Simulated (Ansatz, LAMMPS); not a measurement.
## A frame of Ca2+ TFSI- in gamma-butyrolactone and dimethyl carbonate from 330 K (146 atoms): where an added charge goes

Does an extra electron or hole in a frame of Ca2+ TFSI- in gamma-butyrolactone and dimethyl carbonate from 330 K (146 atoms) stay spread out, or do the atoms trap it?

Method: Kohn-Sham DFT, PBE+D3(BJ), PAW (set soft_2), plane waves, in Ansatz 0.2.0.

**1. Set-up**

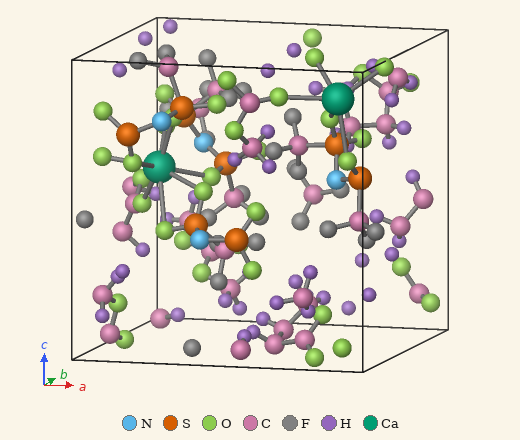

Start, viewed slightly off an axis; nitrogen blue, sulfur orange, oxygen green, carbon pink, fluorine grey, hydrogen purple, calcium teal. Bonds to atoms that aren't drawn are left out. Some periodic images of atoms are drawn too.

The cell holds 146 atoms: 4 N, 8 S, 34 O, 32 C, 24 F, 42 H and 2 Ca. Cell: a = 12.462 Å, b = 12.462 Å, c = 12.462 Å, α = 90.0°, β = 90.0°, γ = 90.0°. 3 gamma-butyrolactone, 4 dimethyl carbonate, 2 Ca2+, 4 TFSI- placed at random, at 1.56 g/cm³; overlaps pushed apart, then 10 ps at 550 K with divalent ions of Li, Roberts, Chakravorty and Merz (J. Chem. Theory Comput. 9, 2733 (2013)); MMFF94 bonds, angles, torsions, charges and radii (Halgren, J. Comput. Chem. 17, 490 (1996)) in harmonic and 12-6 forms; charges of ions scaled by 0.8. Snapshot after 30 ps at 330 K and fixed volume.

Limits known from the start: The network of contacts between molecules at the start is that of the classical potential that made the cell, and needn't be the one that DFT or experiment would give. Only the Γ point is sampled, in a cell whose shortest periodic width is 12 Å. The liquid is relaxed first, so the results are those of a frozen frame at zero temperature.

**2. Single point at the start**

The forces at the start show how far the geometry lies from a minimum of this functional.

The input, input.yaml:

```yaml
crystal:
  lattice:
    - [12.46183, 0.0, 0.0]
    - [0.0, 12.46183, 0.0]
    - [0.0, 0.0, 12.46183]
  atoms:
    - { symbol: "N", position: [0.25173, 0.68551, 0.63787] }
    - { symbol: S, position: [0.34758, 0.62097, 0.5819] }
    - { symbol: O, position: [0.45326, 0.63996, 0.62627] }
    - { symbol: O, position: [0.33027, 0.50917, 0.5526] }
    - { symbol: C, position: [0.355, 0.69004, 0.45691] }
    - { symbol: F, position: [0.34879, 0.79913, 0.45481] }
    - { symbol: F, position: [0.4507, 0.66818, 0.40259] }
    - { symbol: F, position: [0.27703, 0.65273, 0.39369] }
    - { symbol: S, position: [0.20191, 0.62444, 0.73498] }
    - { symbol: O, position: [0.12019, 0.67817, 0.79651] }
    - { symbol: O, position: [0.17238, 0.51181, 0.71675] }
    - { symbol: C, position: [0.31563, 0.62851, 0.82298] }
    - { symbol: F, position: [0.37692, 0.71954, 0.81056] }
    - { symbol: F, position: [0.28149, 0.62821, 0.92939] }
    - { symbol: F, position: [0.37971, 0.54231, 0.81211] }
    - { symbol: "N", position: [0.27948, 0.09866, 0.79273] }
    - { symbol: S, position: [0.3159, 0.21418, 0.82326] }
    - { symbol: O, position: [0.42979, 0.23387, 0.83742] }
    - { symbol: O, position: [0.25862, 0.30572, 0.7764] }
    - { symbol: C, position: [0.26941, 0.21195, 0.95842] }
    - { symbol: F, position: [0.35667, 0.19268, 0.02759] }
    - { symbol: F, position: [0.23288, 0.31413, 0.98797] }
    - { symbol: F, position: [0.18546, 0.14419, 0.98507] }
    - { symbol: S, position: [0.1634, 0.10218, 0.74381] }
    - { symbol: O, position: [0.07073, 0.12428, 0.81494] }
    - { symbol: O, position: [0.16289, 0.15552, 0.64234] }
    - { symbol: C, position: [0.15717, 0.96199, 0.70971] }
    - { symbol: F, position: [0.05928, 0.92613, 0.70758] }
    - { symbol: F, position: [0.18884, 0.93196, 0.61151] }
    - { symbol: F, position: [0.20576, 0.89519, 0.7851] }
    - { symbol: "N", position: [0.8105, 0.33748, 0.58618] }
    - { symbol: S, position: [0.79288, 0.40211, 0.694] }
    [... 108 atom lines left out ...]
    - { symbol: H, position: [0.34803, 0.7806, 0.07618] }
    - { symbol: H, position: [0.1676, 0.02275, 0.29951] }
    - { symbol: H, position: [0.14647, 0.94434, 0.41542] }
    - { symbol: H, position: [0.03777, 0.98647, 0.3313] }
    - { symbol: Ca, position: [0.19516, 0.35825, 0.60068] }
    - { symbol: Ca, position: [0.86838, 0.15752, 0.88411] }
kpoints:
  mp_grid: { grid: [1, 1, 1] }
hamiltonian:
  xc: pbe
  dispersion: d3bj
scf:
  occupations: { method: fixed }
output:
  forces: true
```

Launch:

```bash
$ ansatz run input.yaml --threads 4 --pin off --max-ram 8192MiB --backend cpu --events-out ev --progress --plain --runs-dir out
```

Numbers of over 12 decimals in the logs are rounded to 6 here.

The log of the run:

```text
[...]
Pseudopotentials: kind: paw
Pseudopotential: N, paw, valence charge 5, recommended cutoff 420 eV (normal), N.paw.azcp
Pseudopotential: S, paw, valence charge 6, recommended cutoff 420 eV (normal), S.paw.azcp
Pseudopotential: O, paw, valence charge 6, recommended cutoff 420 eV (normal), O.paw.azcp
Pseudopotential: C, paw, valence charge 4, recommended cutoff 420 eV (normal), C.paw.azcp
Pseudopotential: F, paw, valence charge 7, recommended cutoff 420 eV (normal), F.paw.azcp
Pseudopotential: H, paw, valence charge 1, recommended cutoff 420 eV (normal), H.paw.azcp
Pseudopotential: Ca, paw, valence charge 10, recommended cutoff 420 eV (normal), Ca.paw.azcp
[... 5 lines on functional and potentials left out ...]
Crystal: 146 atoms, lattice volume = 1935.287 Å³
Basis set: ecut = 420 eV, 37705 PW (Γ), exchange–correlation on 180×180×180 points (8 copies of the dense FFT grid, shifted against one another)
Bands: 461, of which v1, the nominal top of the filled ones, is band 315 counted from 1 (314 counted from 0)
Symmetry: 1 space group operations
Space group: P1 (ITA 1), of the structure as read, at distance tolerance 1.2e-4 Å
k-points: 1
[... 15 lines on functional and potentials left out ...]
Initial density: superposition of atomic densities (neutral atoms: chi_scale 0, normalization atom), corrected by the library's trained network
Initial wavefunctions: pseudopotential atomic-orbital guess
[...]
SCF iter   1: F=—  HF=-59750.057827 eV  |F-HF|=—  |Δ(HF+E_count)|=         —  Δρ=6.16e-3  dr2=8.20e-1  ethr=1.77e-3  ⟨swp⟩=5.0  Hψ=1554  notcnv=0  defer=143
preconditioner: auto → Resta (q_TF=auto, 2.263 Å⁻¹)  ε∞=2.5  [insulator: Δε(μ)=4.406 eV  Ē_g=17.010 eV  n_scr=388 (ndim 8)  ℏωp=20.8 eV  f_vac=0.321  ε∞_Penn≈2.5]
SCF iter   2: F=—  HF=-59749.829924 eV  |F-HF|=—  |Δ(HF+E_count)|=   2.28e-1  Δρ=3.10e-3  dr2=1.89e-1  ethr=1.30e-4  ⟨swp⟩=3.0  Hψ=739  notcnv=0  defer=144
SCF iter   3: F=—  HF=-59749.815674 eV  |F-HF|=—  |Δ(HF+E_count)|=   1.42e-2  Δρ=1.51e-3  dr2=6.39e-2  ethr=3.00e-5  ⟨swp⟩=3.0  Hψ=604  notcnv=0  defer=95
automatic band count: iteration 3 solves 412 bands in place of 461: the levels show a gap, and the empty bands left out lie too high to hold charge; the band table lists the bands solved (type scf.n_extra_bands for more)
SCF iter   4: F=—  HF=-59749.802393 eV  |F-HF|=—  |Δ(HF+E_count)|=   1.33e-2  Δρ=6.10e-4  dr2=9.84e-3  ethr=1.01e-5  ⟨swp⟩=3.0  Hψ=599  notcnv=0  defer=95
SCF iter   5: F=—  HF=-59749.800245 eV  |F-HF|=—  |Δ(HF+E_count)|=   2.15e-3  Δρ=3.66e-4  dr2=2.70e-3  ethr=1.56e-6  ⟨swp⟩=2.0  Hψ=701  notcnv=0  defer=95
[...]
SCF iter  10: F=—  HF=-59749.803935 eV  |F-HF|=—  |Δ(HF+E_count)|=   1.20e-7  Δρ=4.09e-6  dr2=3.42e-7  ethr=2.12e-10  ⟨swp⟩=2.0  Hψ=616  notcnv=0  defer=94
SCF iter  11: F=-59749.803935 eV  HF=-59749.803935 eV  |F-HF|=1.05e-8  |Δ(HF+E_count)|=   5.48e-8  Δρ=1.18e-6  dr2=3.72e-8  ethr=1.59e-11  ⟨swp⟩=4.0  Hψ=1271  notcnv=0
SCF 1 converged in 11 iterations: F = -59749.803935 eV  dr2 = 3.72e-8
[...]
SCF converged after 11 iterations
Free energy (F): -59749.803935 eV
Harris-Foulkes:  -59749.803935 eV  (|F-HF|=1.05e-8)
Internal energy: -59749.803935 eV  (E = F + TS)
E sigma→0 (E₀):  -59749.803935 eV
Fermi energy:    -0.367813 eV
--- Per-component energies (eV) ---
[...]
Σ components = -59749.803935   (vs F -59749.803935, Δ=0.00e0)
--- Forces (eV/Å), atoms counted from 1 ---
  atom   1  N     -0.07227225     0.00731655    -0.93179797
  atom   2  S      2.18015770    -0.24411821     0.46141058
  atom   3  O     -0.13524016     0.37429530     0.23154533
  atom   4  O     -0.88951061    -0.26736784     0.04370948
[...]
atom 146  Ca     0.06146345    -0.13778040     0.06608067
  max |Σ_I F_I| component: 6.47e-5 eV/Å
```

Wall time 18 s (4 threads of Arm Neoverse V2, shared host); peak memory 2.5 GiB.

Reading the cycles: dr2 is the Hartree energy of the density residual (eV), the measure of convergence; HF is the Harris–Foulkes estimate of the energy, which meets the free energy F at convergence.

The r.m.s. force at the start is 1.1 eV/Å.

**3. Relaxation**

The atoms are relaxed in the fixed cell, aiming at the force tolerance of the input.

The input, input.yaml:

```yaml
crystal:
  lattice:
    - [12.46183, 0.0, 0.0]
    - [0.0, 12.46183, 0.0]
    - [0.0, 0.0, 12.46183]
  atoms:
    [... the 146 atom lines of step 2 ...]
kpoints:
  mp_grid: { grid: [1, 1, 1] }
hamiltonian:
  xc: pbe
  dispersion: d3bj
scf:
  occupations: { method: fixed }
output:
  forces: true
relax:
  f_tol: 0.06
  max_steps: 150
```

The log of the run:

```text
[...]
Crystal: 146 atoms, lattice volume = 1935.287 Å³
Basis set: ecut = 420 eV, 37705 PW (Γ), exchange–correlation on 180×180×180 points (8 copies of the dense FFT grid, shifted against one another)
Bands: 461, of which v1, the nominal top of the filled ones, is band 315 counted from 1 (314 counted from 0)
Symmetry: 1 space group operations
[...]
k-points: 1
[...]
SCF iter   1: F=—  HF=-59750.057828 eV  |F-HF|=—  |Δ(HF+E_count)|=         —  Δρ=6.16e-3  dr2=8.20e-1  ethr=1.77e-3  ⟨swp⟩=5.0  Hψ=1554  notcnv=0  defer=143
[...]
SCF iter   7: F=-59749.803893 eV  HF=-59749.803947 eV  |F-HF|=5.48e-5  |Δ(HF+E_count)|=   1.24e-5  Δρ=6.38e-5  dr2=7.63e-5  ethr=1.43e-8  ⟨swp⟩=3.0  Hψ=1484  notcnv=0
SCF 1 converged in 7 iterations: F = -59749.803893 eV  dr2 = 7.63e-5
[...]
relax step   1: F+E_penalty+E_count = -59749.80389255 eV  Δ(F+E_penalty+E_count) = +0.000e0 eV  max|allowed force component| = 4.458e0 eV/Å  Δτ_max = 0.0000 Å  (7 SCF iters, dr2 threshold 9.00e-5 eV, accepted)
[... from here on, the SCF cycles and remarks between the steps are left out ...]
relax step   2: F+E_penalty+E_count = -59755.96285094 eV  Δ(F+E_penalty+E_count) = -6.159e0 eV  max|allowed force component| = 2.669e0 eV/Å  Δτ_max = 0.1939 Å  (7 SCF iters, dr2 threshold 1.00e-4 eV, accepted)
relax step   3: F+E_penalty+E_count = -59757.65453355 eV  Δ(F+E_penalty+E_count) = -1.692e0 eV  max|allowed force component| = 1.465e0 eV/Å  Δτ_max = 0.1993 Å  (7 SCF iters, dr2 threshold 1.00e-4 eV, accepted)
relax step   4: F+E_penalty+E_count = -59758.32081068 eV  Δ(F+E_penalty+E_count) = -6.663e-1 eV  max|allowed force component| = 7.990e-1 eV/Å  Δτ_max = 0.1934 Å  (7 SCF iters, dr2 threshold 1.00e-4 eV, accepted)
relax step   5: F+E_penalty+E_count = -59758.66635503 eV  Δ(F+E_penalty+E_count) = -3.455e-1 eV  max|allowed force component| = 5.927e-1 eV/Å  Δτ_max = 0.1946 Å  (7 SCF iters, dr2 threshold 1.00e-4 eV, accepted)
relax step   6: F+E_penalty+E_count = -59758.88902581 eV  Δ(F+E_penalty+E_count) = -2.227e-1 eV  max|allowed force component| = 4.381e-1 eV/Å  Δτ_max = 0.1947 Å  (7 SCF iters, dr2 threshold 1.00e-4 eV, accepted)
relax step   7: F+E_penalty+E_count = -59759.05768739 eV  Δ(F+E_penalty+E_count) = -1.687e-1 eV  max|allowed force component| = 3.854e-1 eV/Å  Δτ_max = 0.1947 Å  (7 SCF iters, dr2 threshold 1.00e-4 eV, accepted)
relax step   8: F+E_penalty+E_count = -59759.18361765 eV  Δ(F+E_penalty+E_count) = -1.259e-1 eV  max|allowed force component| = 4.048e-1 eV/Å  Δτ_max = 0.1941 Å  (7 SCF iters, dr2 threshold 8.12e-5 eV, accepted)
relax step   9: F+E_penalty+E_count = -59759.27389578 eV  Δ(F+E_penalty+E_count) = -9.028e-2 eV  max|allowed force component| = 5.009e-1 eV/Å  Δτ_max = 0.1949 Å  (7 SCF iters, dr2 threshold 1.00e-4 eV, accepted)
relax step  10: F+E_penalty+E_count = -59759.31728678 eV  Δ(F+E_penalty+E_count) = -4.339e-2 eV  max|allowed force component| = 5.382e-1 eV/Å  Δτ_max = 0.1947 Å  (7 SCF iters, dr2 threshold 1.00e-4 eV, accepted)
relax step  11: F+E_penalty+E_count = -59759.37030442 eV  Δ(F+E_penalty+E_count) = -5.302e-2 eV  max|allowed force component| = 4.414e-1 eV/Å  Δτ_max = 0.1249 Å  (6 SCF iters, dr2 threshold 1.00e-4 eV, accepted)
relax step  12: F+E_penalty+E_count = -59759.41540997 eV  Δ(F+E_penalty+E_count) = -4.511e-2 eV  max|allowed force component| = 3.614e-1 eV/Å  Δτ_max = 0.1050 Å  (6 SCF iters, dr2 threshold 1.00e-4 eV, accepted)
relax step  13: F+E_penalty+E_count = -59759.45790730 eV  Δ(F+E_penalty+E_count) = -4.250e-2 eV  max|allowed force component| = 3.467e-1 eV/Å  Δτ_max = 0.1949 Å  (6 SCF iters, dr2 threshold 8.76e-5 eV, accepted)
relax step  14: F+E_penalty+E_count = -59759.48520715 eV  Δ(F+E_penalty+E_count) = -2.730e-2 eV  max|allowed force component| = 4.703e-1 eV/Å  Δτ_max = 0.1949 Å  (6 SCF iters, dr2 threshold 8.06e-5 eV, accepted)
relax step  15: F+E_penalty+E_count = -59759.50649150 eV  Δ(F+E_penalty+E_count) = -2.128e-2 eV  max|allowed force component| = 6.743e-1 eV/Å  Δτ_max = 0.1949 Å  (6 SCF iters, dr2 threshold 1.00e-4 eV, accepted)
relax step  16: F+E_penalty+E_count = -59759.52759013 eV  Δ(F+E_penalty+E_count) = -2.110e-2 eV  max|allowed force component| = 5.434e-1 eV/Å  Δτ_max = 0.0916 Å  (6 SCF iters, dr2 threshold 1.00e-4 eV, accepted)
relax step  17: F+E_penalty+E_count = -59759.56014619 eV  Δ(F+E_penalty+E_count) = -3.256e-2 eV  max|allowed force component| = 3.024e-1 eV/Å  Δτ_max = 0.1950 Å  (6 SCF iters, dr2 threshold 1.00e-4 eV, accepted)
relax step  18: F+E_penalty+E_count = -59759.57340460 eV  Δ(F+E_penalty+E_count) = -1.326e-2 eV  max|allowed force component| = 3.533e-1 eV/Å  Δτ_max = 0.1947 Å  (7 SCF iters, dr2 threshold 2.83e-5 eV, accepted)
relax step  19: F+E_penalty+E_count = -59759.58656039 eV  Δ(F+E_penalty+E_count) = -1.316e-2 eV  max|allowed force component| = 4.005e-1 eV/Å  Δτ_max = 0.1009 Å  (6 SCF iters, dr2 threshold 3.86e-5 eV, accepted)
relax step  20: F+E_penalty+E_count = -59759.59940294 eV  Δ(F+E_penalty+E_count) = -1.284e-2 eV  max|allowed force component| = 2.485e-1 eV/Å  Δτ_max = 0.0420 Å  (5 SCF iters, dr2 threshold 1.00e-4 eV, accepted)
relax step  21: F+E_penalty+E_count = -59759.61137569 eV  Δ(F+E_penalty+E_count) = -1.197e-2 eV  max|allowed force component| = 1.376e-1 eV/Å  Δτ_max = 0.0766 Å  (6 SCF iters, dr2 threshold 2.38e-5 eV, accepted)
relax step  22: F+E_penalty+E_count = -59759.62273318 eV  Δ(F+E_penalty+E_count) = -1.136e-2 eV  max|allowed force component| = 1.251e-1 eV/Å  Δτ_max = 0.1659 Å  (7 SCF iters, dr2 threshold 5.81e-6 eV, accepted)
relax step  23: F+E_penalty+E_count = -59759.62689903 eV  Δ(F+E_penalty+E_count) = -4.166e-3 eV  max|allowed force component| = 1.871e-1 eV/Å  Δτ_max = 0.1276 Å  (7 SCF iters, dr2 threshold 4.80e-6 eV, accepted)
relax step  24: F+E_penalty+E_count = -59759.63082274 eV  Δ(F+E_penalty+E_count) = -3.924e-3 eV  max|allowed force component| = 1.011e-1 eV/Å  Δτ_max = 0.0181 Å  (5 SCF iters, dr2 threshold 2.89e-5 eV, accepted)
relax step  25: F+E_penalty+E_count = -59759.63445018 eV  Δ(F+E_penalty+E_count) = -3.627e-3 eV  max|allowed force component| = 1.037e-1 eV/Å  Δτ_max = 0.0545 Å  (9 SCF iters, accepted)
relax step  26: F+E_penalty+E_count = -59759.63577078 eV  Δ(F+E_penalty+E_count) = -1.321e-3 eV  max|allowed force component| = 1.317e-1 eV/Å  Δτ_max = 0.0623 Å  (9 SCF iters, accepted)
relax step  27: F+E_penalty+E_count = -59759.63711508 eV  Δ(F+E_penalty+E_count) = -1.344e-3 eV  max|allowed force component| = 3.279e-2 eV/Å  Δτ_max = 0.0121 Å  (5 SCF iters, dr2 threshold 1.73e-5 eV, accepted)
relax step  28: F+E_penalty+E_count = -59759.63711747 eV  Δ(F+E_penalty+E_count) = -2.382e-6 eV  max|allowed force component| = 3.277e-2 eV/Å  Δτ_max = 0.0000 Å  (4 SCF iters, accepted)
SCF converged after 4 iterations
Free energy (F): -59759.637117 eV
[...]
Internal energy: -59759.637117 eV  (E = F + TS)
E sigma→0 (E₀):  -59759.637117 eV
Fermi energy:    -0.516088 eV
[...]
Σ components = -59759.637117   (vs F -59759.637117, Δ=0.00e0)
--- Forces (eV/Å), atoms counted from 1 ---
  atom   1  N     -0.00524620     0.00337902     0.00380845
  atom   2  S      0.01281886    -0.00611775    -0.00738420
  atom   3  O     -0.00711692     0.00208356     0.00300871
  atom   4  O     -0.00477168     0.00357336    -0.00492739
[...]
atom 146  Ca     0.00771983    -0.00170161     0.00327521
  max |Σ_I F_I| component: 2.12e-4 eV/Å
--- Relaxed structure (28 steps of the walk, 28 accepted, 0 SCFs on fresh bases) ---
  F+E_penalty+E_count = -59759.63711747 eV   max|allowed force component| = 3.277e-2 eV/Å
  atoms:
    - { symbol: N, position: [0.243240, 0.688882, 0.679231] }
    - { symbol: S, position: [0.346334, 0.635690, 0.624238] }
    - { symbol: O, position: [0.446811, 0.672032, 0.668932] }
    - { symbol: O, position: [0.335069, 0.520956, 0.600435] }
[...]
- { symbol: Ca, position: [0.854269, 0.152862, 0.907173] }
```

Wall time 6.4 min (4 threads); peak memory 2.5 GiB.

The relaxation converged after 28 steps, 9.83 eV below its start, with a largest force component of 0.033 eV/Å.

(Continued in part 2 of 4.)

[Logs are printed without paths, hosts, clocks, repeated set-up lines and the standing remarks that a program may print on its own settings, such as how far it seeks lower states.]

[Hosts, paths, dates, database ids (printed as entryN), source tags and the programs' standing remarks are cut or masked in the printed files.]

[The MMFF94 radii named for the starting cell were scaled by 0.96; in molecules described by MMFF94, hydrogen bound to N, O or S took a small fixed 12-6 site in their place.]
